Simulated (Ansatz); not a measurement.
Input file:

```
crystal:
  lattice:
    - [3.9793704409, 2.2974905953, 7.1319835611]
    - [-3.9793704409, 2.2974905953, 7.1319835611]
    - [0.0, -4.5949811905, 7.1319835611]
  atoms:
    - { symbol: K, position: [0.5443198601, 0.9556801399, 0.25] }
    - { symbol: K, position: [0.25, 0.5443198601, 0.9556801399] }
    - { symbol: K, position: [0.9556801399, 0.25, 0.5443198601] }
    - { symbol: K, position: [0.4556801399, 0.0443198601, 0.75] }
    - { symbol: K, position: [0.75, 0.4556801399, 0.0443198601] }
    - { symbol: K, position: [0.0443198601, 0.75, 0.4556801399] }
    - { symbol: S, position: [0.3523067898, 0.3523067898, 0.3523067898] }
    - { symbol: S, position: [0.1476932102, 0.1476932102, 0.1476932102] }
    - { symbol: S, position: [0.6476932102, 0.6476932102, 0.6476932102] }
    - { symbol: S, position: [0.8523067898, 0.8523067898, 0.8523067898] }
basis:
  ecutwfc: 420
kpoints:
  mp_grid: { grid: [6, 6, 6] }
hamiltonian:
  xc: pbe
scf:
  occupations: { method: gaussian, width: 0.1 }
output:
  forces: true
  stress: true
  eigenvalues: true
  write_density: true
  write_potential: true
  elf: true
  volumetric_format: npy
relax:
  adjacent_minimum: "off"
  f_tol: 0.01
  max_steps: 80
  cell: { stress_tol: 0.05 }
```

Launched as:

```sh
ansatz run input.yaml --threads 1 --pin off --max-ram 2560MiB --backend cpu --events-out ev --progress --plain --runs-dir out
```

Below, planes, directions and counts refer to the conventional cell (a = 8.79 Å, b = 8.79 Å, c = 14.09 Å, α = 90.00°, β = 90.00°, γ = 120.00°).

The fields are those of the relaxed geometry.

Space group R-3c; started from the corundum_167 prototype, which need not be the ambient phase.

All numbers below come from Ansatz 0.2.0, DFT PBE, scalar-relativistic, plane waves, PAW.

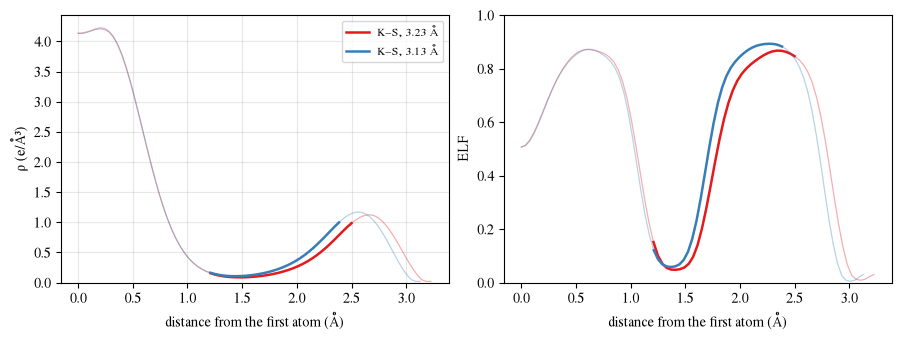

K3S2. Valence pseudo-density and ELF along straight lines between neighbouring atoms. Thin, pale parts lie inside the atomic spheres.

The density is the valence pseudo-density of a PAW calculation; it isn't the true density close to the nuclei.

Q: Compare the contacts.

A: K–S (3.23 Å): ρ at the midpoint is about 0.1 e/Å³; the ELF peaks at about 0.85 in the valence shell of S, 0.9 Å from its nucleus, and drops to about 0.05 between the two atoms; no shared electron pair shows on this line.
K–S (3.13 Å): ρ is about 0.12 e/Å³ halfway; the ELF peaks at about 0.90 in the valence shell of S, 0.9 Å from its nucleus, and drops to about 0.05 between the two atoms: no shared electron pair shows on this line.
